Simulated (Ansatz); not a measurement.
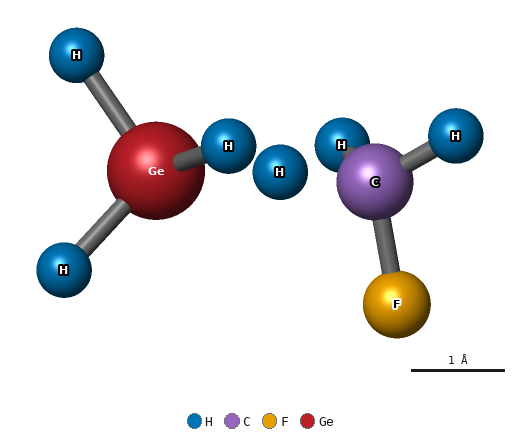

Fig. 1: The structure as given in the input (ball-and-stick view, seen at a tilt). Sticks mark near contacts.

# Geometry relaxation, with input and output: CH$_{6}$FGe

System: CH$_{6}$FGe, multiplicity 2.
Method: UKS PBE0-D4/def2-mTZVP (Ansatz 0.2.0).

The input holds or restrains some coordinates. It belongs to a series of runs on one base structure; here: pulled along the bonds that form and break, towards end B.

## Input
```yaml
crystal:
  periodic: [false, false, false]
  atoms:
    - { symbol: H, position_ang: [-0.259, 0.1164, -0.2593] }
    - { symbol: C, position_ang: [-0.7385, 0.5294, -1.4945] }
    - { symbol: F, position_ang: [-0.4705, -0.4952, -2.3373] }
    - { symbol: Ge, position_ang: [0.6265, -0.5258, 1.4079] }
    - { symbol: H, position_ang: [-0.1863, 1.4121, -1.7993] }
    - { symbol: H, position_ang: [-1.8118, 0.6726, -1.4155] }
    - { symbol: H, position_ang: [2.0027, 0.1305, 1.4227] }
    - { symbol: H, position_ang: [-0.0683, 0.1106, 2.606] }
    - { symbol: H, position_ang: [0.9052, -1.9506, 1.8693] }
magnetization:
  spin_polarized: true
  initial_magnetization: 1
basis:
  gaussian: { orbitals: def2-mTZVP }
hamiltonian:
  xc: pbe0
  dispersion: d4
relax:
  f_tol: 0.15
  max_steps: 25
  restrain:
    - { distance: [0, 3], at: 1.51, k: 30.0 }
    - { distance: [1, 0], at: 2.37, k: 30.0 }
output:
  orbitals: {}
```

Run on 2 threads of Intel Xeon @ 2.50GHz (Skylake/Cascade Lake), 128 GiB of memory available, shared host.

Launch command:
```bash
ansatz run input.yaml --threads 2 --pin off --max-ram 3072MiB --backend cpu --events-out ev --progress --plain --runs-dir out
```

## The program's output
```
The last accepted step is kept in [file] (removed where the run ends without a failure and the disk answers)
Engine: ansatz 0.2.0, x86_64-unknown-linux-gnu
Functional definition: PBE0
  parameter a = 0.25
  parameter kappa = 0.804
  parameter beta = 0.06672455060314922
  exchange = (1 - a)*pbe_x(kappa = kappa, mu = beta*pi^2/3) + a*exact_x
  correlation = pbe_c(beta = beta)
932 factors; integrals over basis functions are off by at most 5.7e-4 eV
mean field evaluation 1: about -60355.0849 eV, gradient 2.4e1 eV
mean field evaluation 2: about -60354.3042 eV, gradient 2.8e1 eV
mean field evaluation 4: about -60357.1936 eV, gradient 1.4e0 eV
mean field evaluation 8: about -60357.2368 eV, gradient 8.2e-2 eV
mean field evaluation 16: about -60357.2368 eV, gradient 7.7e-5 eV
mean field -60357.23684103 eV, -2218.0875423033 hartree, gradient 7.7e-5 eV, S^2 0.757340; 0 other end points of the search recorded, 0 dependent functions left out
the calculation of the forces begins
reference -60357.23687147 eV, -2218.0875434219 hartree; 27, 26 occupied and 65, 66 virtual orbitals, 932 factors
relax step   1: F+E_penalty+E_count = -60357.32958999 eV  Δ(F+E_penalty+E_count) = +0.000e0 eV  max|allowed force component| = 2.053e0 eV/Å  E_restraint = 17.98244849 eV  max|allowed force component, restraints' pulls added| = 3.631e1 eV/Å  Δτ_max = 0.0000 Å  (28 SCF iters, accepted)
  distance H 0 - Ge 3 = 1.9940 Å
  distance C 1 - H 0 = 1.3879 Å
these checks for a lower state are left out or cut short: starts, cluster_reference, orbital_swaps, neighbouring_geometries, increment
932 factors; integrals over basis functions are off by at most 5.3e-4 eV
mean field -60356.87788974 eV, -2218.0743510866 hartree, gradient 9.5e-6 eV, S^2 0.760402; 0 other end points of the search recorded, 0 dependent functions left out
the calculation of the forces begins
reference -60356.87792032 eV, -2218.0743522104 hartree; 27, 26 occupied and 65, 66 virtual orbitals, 932 factors
relax step   2: F+E_penalty+E_count = -60356.96627625 eV  Δ(F+E_penalty+E_count) = +3.633e-1 eV  max|allowed force component| = 8.128e-1 eV/Å  E_restraint = 7.79934552 eV  max|allowed force component, restraints' pulls added| = 2.435e1 eV/Å  Δτ_max = 0.1949 Å  (38 SCF iters, accepted)
  distance H 0 - Ge 3 = 1.7465 Å
  distance C 1 - H 0 = 1.6888 Å
these checks for a lower state are left out or cut short: starts, cluster_reference, orbital_swaps, neighbouring_geometries, increment
932 factors; integrals over basis functions are off by at most 5.6e-4 eV
mean field evaluation 32: about -60356.9787 eV, gradient 1.7e-5 eV
mean field -60356.97871336 eV, -2218.0780562865 hartree, gradient 1.7e-5 eV, S^2 0.754819; 0 other end points of the search recorded, 0 dependent functions left out
the calculation of the forces begins
reference -60356.97874435 eV, -2218.0780574253 hartree; 27, 26 occupied and 65, 66 virtual orbitals, 932 factors
relax step   3: F+E_penalty+E_count = -60357.06545887 eV  Δ(F+E_penalty+E_count) = -9.918e-2 eV  max|allowed force component| = 1.469e0 eV/Å  E_restraint = 1.72180331 eV  max|allowed force component, restraints' pulls added| = 9.544e0 eV/Å  Δτ_max = 0.1949 Å  (33 SCF iters, accepted)
  distance H 0 - Ge 3 = 1.5359 Å
  distance C 1 - H 0 = 2.0322 Å
these checks for a lower state are left out or cut short: starts, cluster_reference, orbital_swaps, neighbouring_geometries, increment
932 factors; integrals over basis functions are off by at most 6.1e-4 eV
mean field -60357.06973189 eV, -2218.0814011556 hartree, gradient 2.9e-5 eV, S^2 0.755544; 0 other end points of the search recorded, 0 dependent functions left out
the calculation of the forces begins
reference -60357.06976374 eV, -2218.0814023260 hartree; 27, 26 occupied and 65, 66 virtual orbitals, 932 factors
relax step   4: F+E_penalty+E_count = -60357.15211449 eV  Δ(F+E_penalty+E_count) = -8.666e-2 eV  max|allowed force component| = 2.201e0 eV/Å  E_restraint = 0.00162726 eV  max|allowed force component, restraints' pulls added| = 2.201e0 eV/Å  Δτ_max = 0.1945 Å  (31 SCF iters, accepted)
  distance H 0 - Ge 3 = 1.5062 Å
  distance C 1 - H 0 = 2.3797 Å
these checks for a lower state are left out or cut short: starts, cluster_reference, orbital_swaps, neighbouring_geometries, increment
932 factors; integrals over basis functions are off by at most 7.7e-4 eV
mean field -60357.17379490 eV, -2218.0852254006 hartree, gradient 2.6e-5 eV, S^2 0.753185; 0 other end points of the search recorded, 0 dependent functions left out
the calculation of the forces begins
reference -60357.17382696 eV, -2218.0852265790 hartree; 27, 26 occupied and 65, 66 virtual orbitals, 932 factors
relax step   5: F+E_penalty+E_count = -60357.25916931 eV  Δ(F+E_penalty+E_count) = -1.071e-1 eV  max|allowed force component| = 1.155e0 eV/Å  E_restraint = 0.00423999 eV  max|allowed force component, restraints' pulls added| = 1.301e0 eV/Å  Δτ_max = 0.2000 Å  (32 SCF iters, accepted)
  distance H 0 - Ge 3 = 1.5164 Å
  distance C 1 - H 0 = 2.3855 Å
these checks for a lower state are left out or cut short: starts, cluster_reference, orbital_swaps, neighbouring_geometries, increment
932 factors; integrals over basis functions are off by at most 7.6e-4 eV
mean field -60357.26728780 eV, -2218.0886612016 hartree, gradient 2.3e-5 eV, S^2 0.753833; 0 other end points of the search recorded, 0 dependent functions left out
the calculation of the forces begins
reference -60357.26732004 eV, -2218.0886623862 hartree; 27, 26 occupied and 65, 66 virtual orbitals, 932 factors
relax step   6: F+E_penalty+E_count = -60357.35100364 eV  Δ(F+E_penalty+E_count) = -9.183e-2 eV  max|allowed force component| = 2.636e-1 eV/Å  E_restraint = 0.00214698 eV  max|allowed force component, restraints' pulls added| = 3.105e-1 eV/Å  Δτ_max = 0.1912 Å  (30 SCF iters, accepted)
  distance H 0 - Ge 3 = 1.5211 Å
  distance C 1 - H 0 = 2.3746 Å
these checks for a lower state are left out or cut short: starts, cluster_reference, orbital_swaps, neighbouring_geometries, increment
932 factors; integrals over basis functions are off by at most 7.1e-4 eV
mean field -60357.27768934 eV, -2218.0890434511 hartree, gradient 2.5e-5 eV, S^2 0.754126; 0 other end points of the search recorded, 0 dependent functions left out
the calculation of the forces begins
reference -60357.27772154 eV, -2218.0890446345 hartree; 27, 26 occupied and 65, 66 virtual orbitals, 932 factors
relax step   7: F+E_penalty+E_count = -60357.36078445 eV  Δ(F+E_penalty+E_count) = -9.781e-3 eV  max|allowed force component| = 2.854e-1 eV/Å  E_restraint = 0.00244241 eV  max|allowed force component, restraints' pulls added| = 7.018e-2 eV/Å  Δτ_max = 0.0570 Å  (31 SCF iters, accepted)
  distance H 0 - Ge 3 = 1.5211 Å
  distance C 1 - H 0 = 2.3763 Å
932 factors; integrals over basis functions are off by at most 7.1e-4 eV
mean field evaluation 64: about -60356.3123 eV, gradient 1.7e1 eV
```

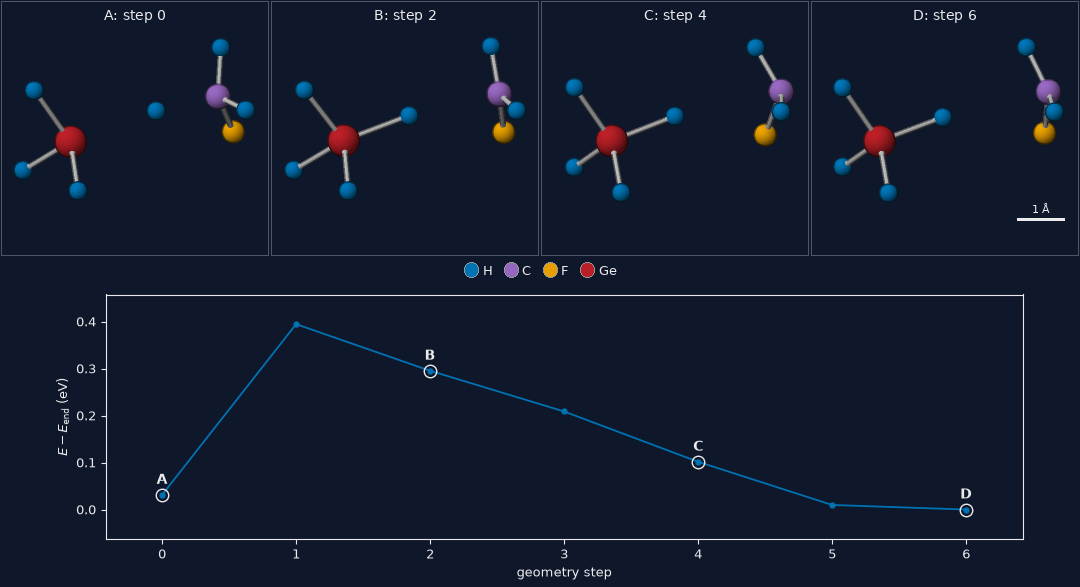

Fig. 2: Frames of the restrained relaxation (ball-and-stick view, seen at a tilt) above the curves, on which the letters mark them (the first geometry is step 0 here and step 1 in the log).

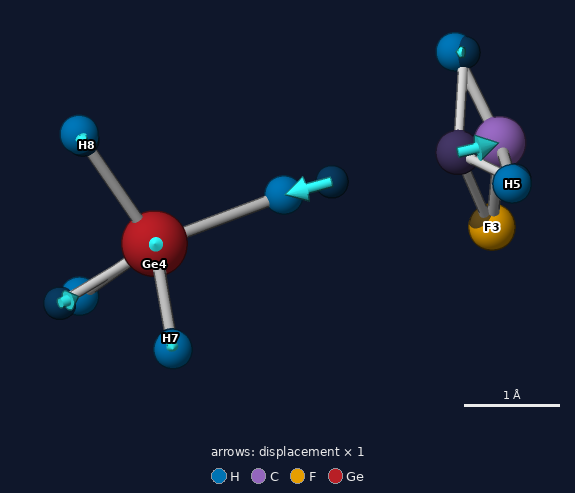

Fig. 3: Start (faint) and end (solid) with the displacements as teal arrows, at true length (ball-and-stick view, seen at a tilt). The two geometries are laid on each other by the best rigid fit. The atom that moves furthest after the best rigid fit is H1 (0.53 Å). By element the largest moves are H 0.53 Å, C 0.46 Å, Ge 0.12 Å, F 0.05 Å. Among the contacts that change: H1–Ge4 1.994 → 1.521 Å, C2–F3 1.353 → 1.337 Å, Ge4–H7 1.525 → 1.536 Å. New bonds form: H1–Ge4 (1.99 → 1.52 Å). Among the angles that change: H5–C2–H6 114.6° → 124.5°, H7–Ge4–H8 102.9° → 109.0°, H7–Ge4–H9 103.6° → 109.4°. After 6 geometry steps the energy has fallen by 0.031 eV. Largest force component: 2.1 eV/Å at the start, 0.29 eV/Å at the end. (Atoms are counted from 1 in the order of the input.)

```
mean field -60357.27768934 eV, -2218.0890434511 hartree, gradient 2.5e-5 eV, S^2 0.754126; 1 other end points of the search recorded, 0 dependent functions left out
the calculation of the forces begins
reference -60357.27772154 eV, -2218.0890446345 hartree; 27, 26 occupied and 65, 66 virtual orbitals, 932 factors
Total energy: -60357.36081665 eV, -2218.0920983233 hartree
Atom 0 at    -0.074857    -0.089486     0.189250 Å, force    -0.082155    -0.011589    -0.084822 eV/Å
Atom 1 at    -0.903745     0.650692    -1.911192 Å, force     0.004312     0.036661    -0.146730 eV/Å
Atom 2 at    -0.458270    -0.519800    -2.379430 Å, force    -0.043169     0.019296     0.013321 eV/Å
Atom 3 at     0.660977    -0.433165     1.475398 Å, force     0.166548    -0.060075     0.285414 eV/Å
Atom 4 at    -0.139350     1.404647    -1.775303 Å, force    -0.061573     0.006068    -0.012740 eV/Å
Atom 5 at    -1.825271     0.602987    -1.345946 Å, force     0.021797     0.002863    -0.042631 eV/Å
Atom 6 at     2.070074     0.177206     1.425010 Å, force     0.006864    -0.003551     0.006456 eV/Å
Atom 7 at    -0.100163     0.161706     2.670509 Å, force     0.000674    -0.000820     0.007042 eV/Å
Atom 8 at     0.770604    -1.954787     1.651705 Å, force    -0.013299     0.011147    -0.025310 eV/Å
Dipole moment:    -0.069694     0.214624     0.157705 e Å
```

## Trajectory as extended XYZ (Å, eV, eV/Å), 7 frames, from step=1 to step=7
```
9
Properties=species:S:1:pos:R:3:forces:R:3 step=1 energy=-60357.32959
H    -0.2590    0.1164   -0.2593   -0.8798   0.8082  -2.0531
C    -0.7385    0.5294   -1.4945    0.8772  -0.9312   2.0331
F    -0.4705   -0.4952   -2.3373    0.0553  -0.2589  -0.2676
Ge    0.6265   -0.5258    1.4079    0.2426   0.0854   0.3811
H    -0.1863    1.4121   -1.7993    0.0669   0.2005   0.1312
H    -1.8118    0.6726   -1.4155   -0.1074   0.1003   0.1795
H     2.0027    0.1305    1.4227    0.3457   0.2759  -0.3282
H    -0.0683    0.1106    2.6060   -0.4771   0.2783   0.1444
H     0.9052   -1.9506    1.8693   -0.1234  -0.5585  -0.2203
9
Properties=species:S:1:pos:R:3:forces:R:3 step=2 energy=-60356.96628
H    -0.1858    0.0578   -0.0885    0.1797  -0.4031   0.2936
C    -0.7751    0.5607   -1.5891    0.4800  -0.8128   0.5268
F    -0.4699   -0.5028   -2.3492   -0.0417   0.0507  -0.0730
Ge    0.6030   -0.5078    1.3635    0.1626   0.4024   0.2541
H    -0.1828    1.4221   -1.8058    0.3910   0.5129  -0.1288
H    -1.8232    0.6756   -1.4183   -0.6222   0.0322   0.1188
H     2.0032    0.1323    1.4188    0.1006   0.1431  -0.2911
H    -0.0718    0.1122    2.6041   -0.3109   0.1359  -0.1049
H     0.9025   -1.9502    1.8645   -0.3390  -0.0612  -0.5955
9
Properties=species:S:1:pos:R:3:forces:R:3 step=3 energy=-60357.06546
H    -0.1127   -0.0093    0.0793   -0.1043  -0.4659  -0.0841
C    -0.8272    0.6028   -1.7221    0.1731  -0.1666   0.0474
F    -0.4691   -0.5075   -2.3540    0.0463  -0.2372  -0.2169
Ge    0.5961   -0.4936    1.3529    0.8563  -0.0040   1.4695
H    -0.1734    1.4337   -1.8111    0.4979   0.5371  -0.1990
H    -1.8392    0.6754   -1.4177   -0.8193  -0.0407   0.1151
H     2.0041    0.1335    1.4161    0.0338   0.1055  -0.2567
H    -0.0750    0.1135    2.6029   -0.2526   0.1034  -0.1257
H     0.8963   -1.9484    1.8537   -0.4312   0.1683  -0.7495
9
Properties=species:S:1:pos:R:3:forces:R:3 step=4 energy=-60357.15211
H    -0.0578   -0.1539    0.1972   -0.2425  -0.0978  -0.3683
C    -0.8844    0.6483   -1.8852   -0.7546   1.3383   0.6914
F    -0.4624   -0.5282   -2.3688   -0.1380   0.3908   0.1902
Ge    0.6661   -0.4721    1.4791    0.3882  -0.1642   0.6487
H    -0.1118    1.4981   -1.8453   -1.3729  -1.5777  -0.0681
H    -1.9457    0.6695   -1.4107    2.2010  -0.0948  -0.9727
H     2.0603    0.1688    1.4134    0.0359   0.0281   0.0211
H    -0.1116    0.1488    2.6489   -0.0082   0.0271   0.0384
H     0.8473   -1.9794    1.7713   -0.1088   0.1502  -0.1807
9
Properties=species:S:1:pos:R:3:forces:R:3 step=5 energy=-60357.25917
H    -0.1016   -0.0688    0.1511   -0.0849  -0.0618  -0.0495
C    -0.9170    0.6771   -1.9631    0.6205  -1.1548   0.6866
F    -0.3926   -0.5747   -2.1872   -0.5245   1.1474  -0.1171
Ge    0.6425   -0.4328    1.4212    0.2152  -0.0905   0.4094
H    -0.1321    1.3969   -1.7032   -0.2983  -0.0770  -0.3764
H    -1.8043    0.6201   -1.3202    0.1139   0.1368  -0.4766
H     2.0503    0.1825    1.3662   -0.0078   0.0031   0.0093
H    -0.1170    0.1557    2.6222    0.0238  -0.0031   0.0097
H     0.7719   -1.9562    1.6129   -0.0579   0.0998  -0.0955
9
Properties=species:S:1:pos:R:3:forces:R:3 step=6 energy=-60357.35100
H    -0.0901   -0.1097    0.1774   -0.0702   0.0585  -0.0493
C    -0.9064    0.6572   -1.9165    0.2636  -0.1670  -0.1185
F    -0.4489   -0.5257   -2.3632   -0.1536   0.2381   0.0501
Ge    0.6536   -0.4216    1.4670    0.1444  -0.1283   0.2333
H    -0.1236    1.3942   -1.7560   -0.1861  -0.0360  -0.0617
H    -1.7945    0.5900   -1.2998   -0.0123   0.0357  -0.0810
H     2.0622    0.1920    1.4074   -0.0229  -0.0170   0.0059
H    -0.1072    0.1711    2.6650    0.0136  -0.0155  -0.0218
H     0.7550   -1.9476    1.6187    0.0234   0.0316   0.0431
9
Properties=species:S:1:pos:R:3:forces:R:3 step=7 energy=-60357.36078
H    -0.0749   -0.0895    0.1893   -0.0822  -0.0116  -0.0848
C    -0.9037    0.6507   -1.9112    0.0043   0.0367  -0.1467
F    -0.4583   -0.5198   -2.3794   -0.0432   0.0193   0.0133
Ge    0.6610   -0.4332    1.4754    0.1665  -0.0601   0.2854
H    -0.1394    1.4046   -1.7753   -0.0616   0.0061  -0.0127
H    -1.8253    0.6030   -1.3459    0.0218   0.0029  -0.0426
H     2.0701    0.1772    1.4250    0.0069  -0.0036   0.0065
H    -0.1002    0.1617    2.6705    0.0007  -0.0008   0.0070
H     0.7706   -1.9548    1.6517   -0.0133   0.0111  -0.0253
```

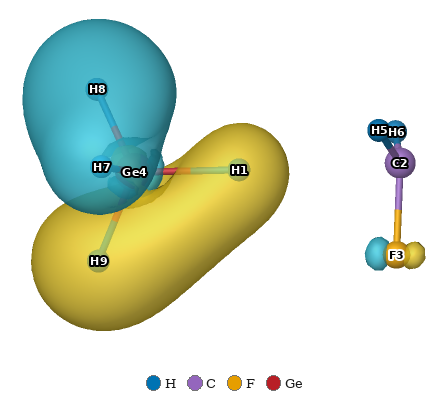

Fig. 4: One frontier orbital at ±0.1 Å⁻³ᐟ² (yellow and cyan are the two phases), seen at a tilt. The HOMO (β), at −9.67 eV. It lies mainly on Ge4 (45 %), H9 (20 %), H8 (20 %) and H7 (10 %).

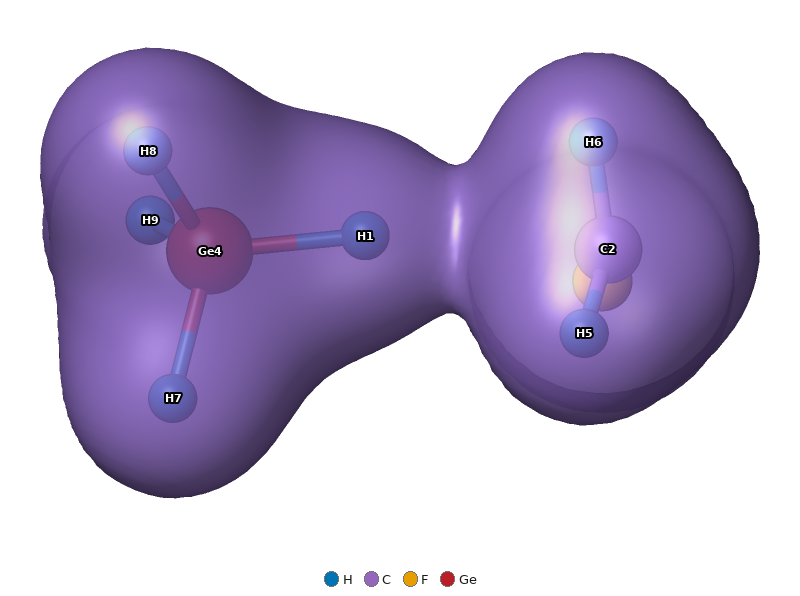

Fig. 5: Isosurface of the electron density at 0.05 e/Å³ (purple), seen from the side. At this value the surface is in one piece. On the grid the lowest density along these lines, outside the cores, is 0.1 e/Å³ (C···H, 2.38 Å), 1.8 e/Å³ (C–F, 1.34 Å), 1.9 e/Å³ (C–H, 1.08 Å) and 0.88 e/Å³ (Ge–H, 1.52 Å).

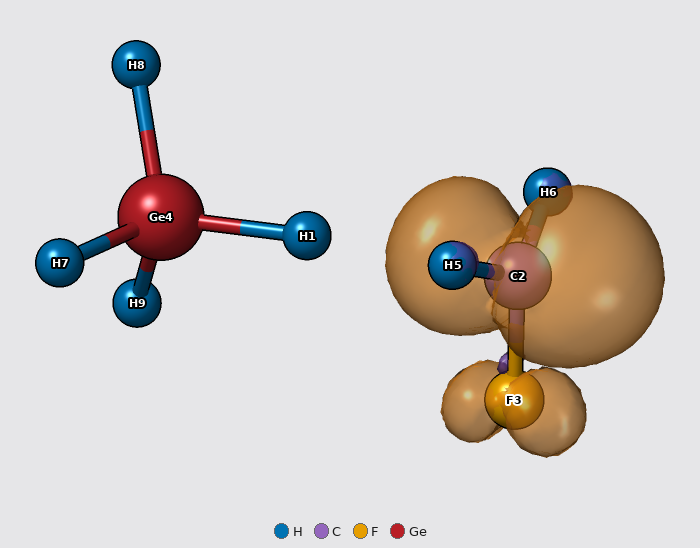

Fig. 6: Isosurfaces of the spin density (α minus β) at +0.04 (orange) and −0.04 e/Å³ (purple), seen at a tilt. The unpaired spin (1 electron) lies mostly on C2 (about 0.8) and F3 (about 0.1), in electrons by Hirshfeld's partition.

## Key numbers

| quantity | value |
| --- | --- |
| outcome | converged under the restraints of the input |
| total energy | −60357.3608 eV |
| mean-field energy | −60357.2777 eV |
| ⟨S²⟩ | 0.754 |
| largest force (length of the vector) at the end, held atoms and coordinates included | 0.336 eV/Å |
| wall time | 30 s (CPU time 57 s) |
| peak memory | 0.27 GiB |
